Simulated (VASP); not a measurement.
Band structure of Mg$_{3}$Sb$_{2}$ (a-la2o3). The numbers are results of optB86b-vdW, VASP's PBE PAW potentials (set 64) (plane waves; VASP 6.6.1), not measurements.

Unless said otherwise, spin-orbit coupling is left out, though it shifts the bands of the heavy elements here.

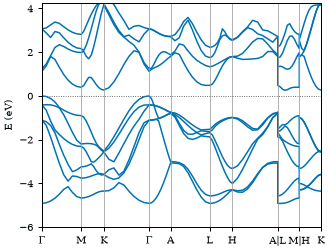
Bands along high-symmetry lines, zero at the valence-band maximum or, without a gap, the Fermi level

Q: Read the plot: is there a gap, and where are the band edges?

A: The gap is indirect, 0.26 eV, from the valence maximum at Γ to the conduction minimum at L-M at 0.33. (Edges off the drawn lines would not show.)

The compound is Mg3Sb2 in the a-la2o3 structure. It was relaxed first.
